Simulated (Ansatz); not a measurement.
Fields on a plane of KZnF3 (cubic perovskite)

```yaml
crystal:
  lattice:
    - [4.05234, 0.00000, 0.00000]
    - [0.00000, 4.05234, 0.00000]
    - [0.00000, 0.00000, 4.05234]
  atoms:
    - { symbol: K, position: [0.00000, 0.00000, 0.00000] }
    - { symbol: Zn, position: [0.50000, 0.50000, 0.50000] }
    - { symbol: F, position: [0.00000, 0.50000, 0.50000] }
    - { symbol: F, position: [0.50000, 0.00000, 0.50000] }
    - { symbol: F, position: [0.50000, 0.50000, 0.00000] }
```

The slice is a {110} plane (indices of the conventional cell) through the point (0.000, 0.000, 0.000) (fractional), spanned by u = [100] and v = [011] in vectors of this cell: u (4.05 Å) and v (5.73 Å, at 90° to u). It covers one period; positions are fractions (u, v).

Atoms on it: K at (0.00, 0.00); Zn at (0.50, 0.50); F at (0.00, 0.50).

Calculation: PBEsol (plane waves to 420 eV, PAW, scalar-relativistic; Ansatz, a quantum-chemistry and plane-wave program). k mesh 8×8×8. These are valence fields of a PAW run, semicore shells included where kept as valence: close to a nucleus they are smooth pseudo fields. KZnF3 was relaxed with its symmetry unable to fall.

```
|xxx -#%@%#- xx|
|xxx +%@@@%+ xx|
|x  =#%@@@%#=  |
|:-+*%@@@@@%*+-|
|###%%%%%%%%%##|
|@@@%#+===+#%@@|
|x@%#=  x  =#%@|
|xxx+ xxxxx +xx|
|xxx= xxxxx =xx|
|xxxxxxxxxxxxxx|
|xxx= xxxxx =xx|
|xxx+ xxxxx +xx|
|x@%#=  x  =#%@|
|@@@%#+===+#%@@|
|###%%%%%%%%%##|
|:-+*%@@@@@%*+-|
|x  =#%@@@%#=  |
|xxx +%@@@%+ xx|
|xxx -#%@%#- xx|
|xxxx:#%@%#:xxx|
```
Scale: ten equal steps from -1.00 (start of ' ') to 7.05 (end of '@'), in the order ' .:-=+*#%@'. Values: electrostatic potential energy of an electron, from the cell's mean, in eV. The map has 14 points along u (one character each, u = 0 at the left) and 20 along v (v = 0 in the bottom row). Points within 0.9 Å of a nucleus are blanked (x), as the pseudised field means little there. Values under -1 eV are set to -1. The zero, the cell's mean, hangs on the PAW cores.

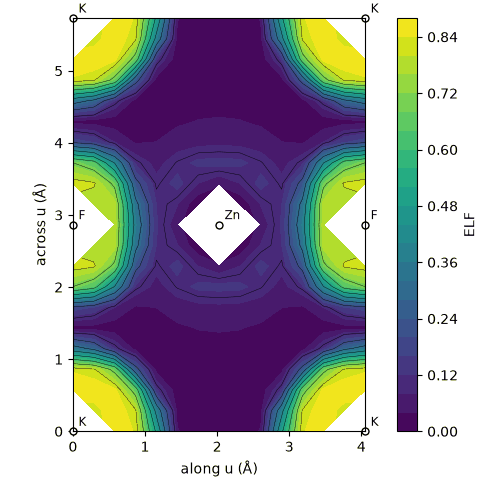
Electron localisation function (ELF), one period of the plane, atoms marked. Points within 0.4 Å of a nucleus are left white, as the pseudised field means little there.

The density on the Zn–F line (2.03 Å) at its midpoint is 0.48 e/Å³ and the ELF at that point comes out as 0.2.
